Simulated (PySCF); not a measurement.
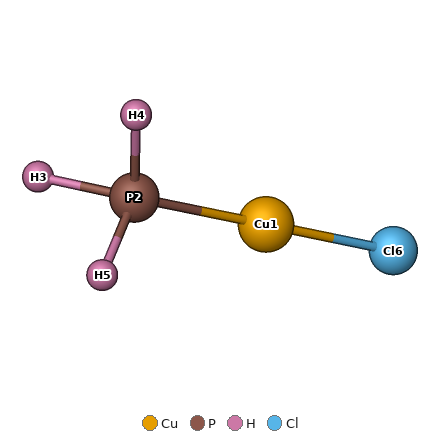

CuPH₃Cl (Cu(PH3)Cl), SMILES [PH3]->[Cu][Cl], singlet. Vertical core-electron binding energies by ΔSCF (SCAN, pcX-2 on the ionised atom (unc-x2c-TZVPall on a metal), pcseg-1 elsewhere, spin-free X2C; PySCF 2.14.0, at a PBE0-D3(BJ)/def2-SVP geometry (no frequency check)), gas phase, against the vacuum level. One atom of each kind was ionised; within a panel, areas follow the number of like atoms and 2j + 1 (2p levels are split by first-order spin-orbit coupling, an approximation), each panel is scaled alone, Gaussians of 0.4 eV full width. Only the regions named are shown.

> Predict the P 2p and Cu 2p photoelectron lines.

```tsv
level	atoms	binding energy (eV)
P 2p1/2	P2	139.4
P 2p3/2	P2	138.5
Cu 2p1/2	Cu1	959.4
Cu 2p3/2	Cu1	938.7
```

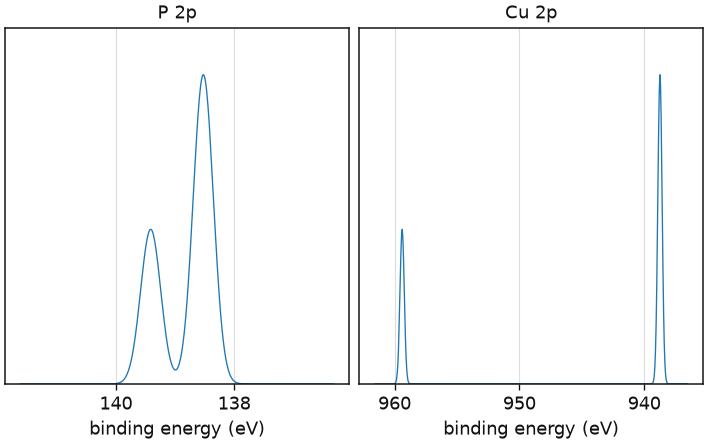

Caveats: metal 2p levels are good to about 1 eV.
